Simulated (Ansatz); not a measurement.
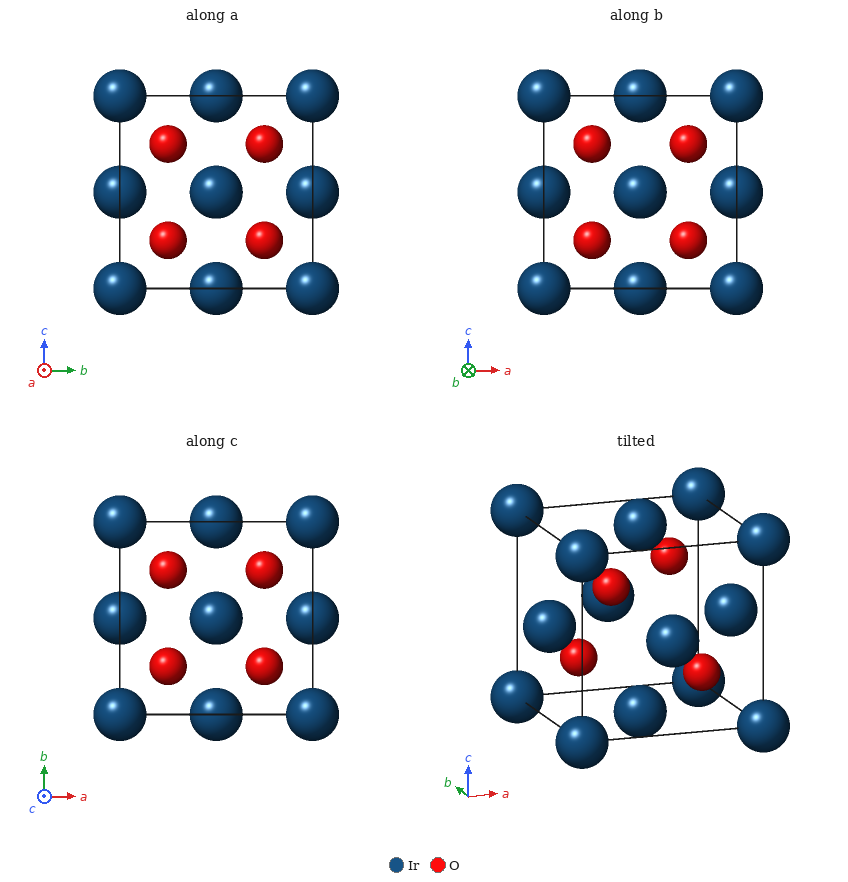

Crystal structure, spheres-only style, seen along the a axis, along the b axis, along the c axis and slightly off an axis. The lines enclose the conventional unit cell; boundary atoms appear with their images.

Lattice parameters: a = 4.769 Å, b = 4.769 Å, c = 4.769 Å, α = 90.00°, β = 90.00°, γ = 90.00°.

Question: Write down what is shown as a table of Wyckoff sites.

Answer: Space group F-43m (No. 216).
| atom | site | x | y | z |
| --- | --- | --- | --- | --- |
| Ir | 4a | 0.0000 | 0.0000 | 0.0000 |
| O | 4d | 0.2500 | 0.2500 | 0.7500 |

The initial geometry was a structure type filled with these elements by a generator (whether the compound takes this form wasn't checked). Earlier steps of the study may have refined or changed the cell and positions. A calculation with Ansatz used it as input.
